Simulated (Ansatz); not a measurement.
Molecule (SMILES): [B](F)F, doublet.
Atoms: B1, F2, F3. Bonds: B1-F2, B1-F3.

Basis-set convergence of the harmonic zero-point energy at B3LYP with Ansatz (a quantum-chemistry and plane-wave program). Each level at its own minimum, finite differences of forces, unscaled; the reference is a large set that could be run, not a limit. Cartesian d functions, on some or all atoms, in 6-31G**, 6-31+G*; all else is spherical. The program fits the integrals of some runs and decomposes those of others, by size. Open shells are unrestricted. No added dispersion term, no relativity. Reference: the value in def2-QZVPP, 4.41 kcal/mol. Deviations are taken from unrounded values.

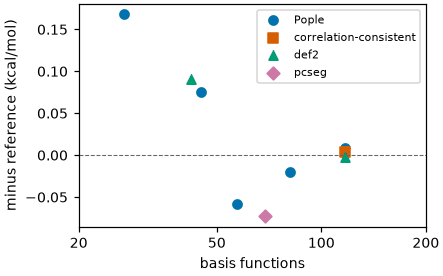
Figure. Deviation from the reference against the number of basis functions, by family of sets.

| basis | functions | harmonic zero-point energy (kcal/mol) | minus reference (kcal/mol) |
|---|---|---|---|
| 3-21G | 27 | 4.58 | 0.17 |
| def2-SVP | 42 | 4.50 | 0.09 |
| 6-31G** | 45 | 4.49 | 0.08 |
| 6-31+G* | 57 | 4.36 | -0.06 |
| aug-pcseg-1 | 69 | 4.34 | -0.07 |
| 6-311++G(2d,2p) | 81 | 4.39 | -0.02 |
| 6-311++G(3df,3pd) | 117 | 4.42 | 0.01 |
| def2-TZVPPD | 117 | 4.41 | 0.00 |
| jun-cc-pV(T+d)Z | 117 | 4.42 | 0.00 |
